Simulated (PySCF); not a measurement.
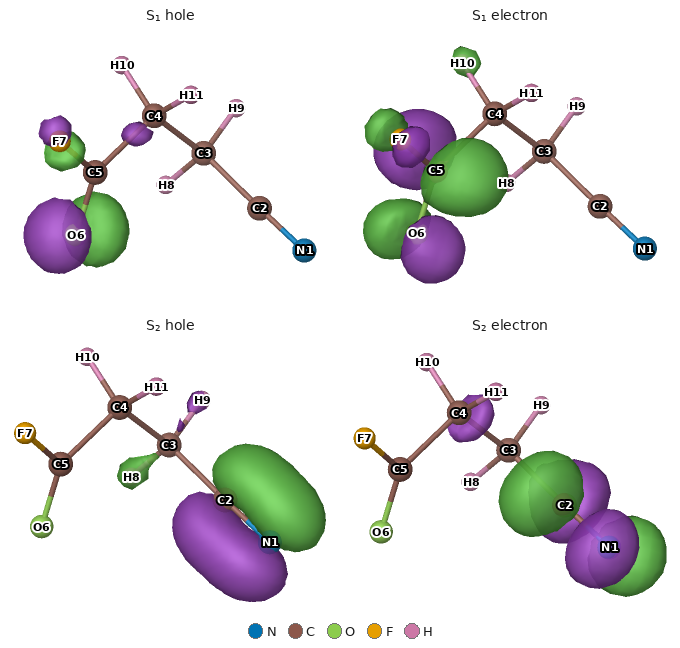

*C4H4FNO, SMILES `N#CCCC(=O)F`. Leading natural transition orbitals (full linear response singlet states).*

Computed with PySCF, ωB97X/def2-SVP, geometry: GFN2-xTB. No frequency check shows the geometry to be a minimum. Without diffuse functions Rydberg states are missing, so the states' numbers hold for this basis only.

### Describe these excited states.

By state:
- S₁: 6.24 eV (199 nm), f = 0.001 (very weak); the leading pair carries 100 %; hole on O6 (70 %), C5 (11 %) and F7 (10 %), electron on C5 (45 %), O6 (32 %) and F7 (8 %); their centroids lie 0.6 Å apart.
- S₂: 8.01 eV (155 nm), f = 0.000 (very weak); the leading pair carries 74 %; hole on N1 (52 %), C2 (37 %) and C3 (5 %), electron on N1 (41 %), C2 (37 %) and C3 (8 %) (shares are of the whole state, not of the leading pair alone); their centroids lie 0.3 Å apart.
